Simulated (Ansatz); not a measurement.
Formation energy of the localised charge states of O interstitial started as a split pair with O in monoclinic HfO2 (start: split with O(1); 96-site cell, 2×2×2 shifted sampling) against the Fermi level, Hf-rich (Δμ(O) = -5.19 eV; only phases computed here count, gases as isolated molecules at 0 K). All values below come from PBE, PAW (plane waves to 420 eV; Ansatz, an electronic-structure program).

Charges with a result: +1, 0, −1, −2. Others weren't obtained, and one of them could lie lower, also by skipping a charge.

Details: 96-site cell; 2×2×2 shifted k-points; host gap 4.04 eV; charged states image-corrected; no spin–orbit coupling; not converged in cell size; flagged in the runs: a host whose relaxation on this sampling wasn't shown to rest, a strain field that reaches the edge of the cell.

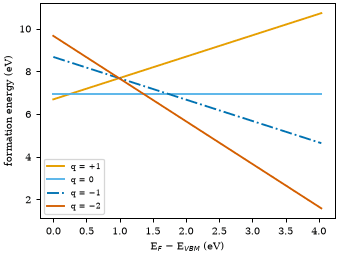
Fig. 1. Formation energy of each charge state against the Fermi level

Crossings of the lowest lines: (+1/0) at 0.27 eV; (0/−2) at 1.35 eV. At the valence-band maximum: q = +1: 6.69 eV; q = 0: 6.96 eV; q = −1: 8.68 eV; q = −2: 9.66 eV.
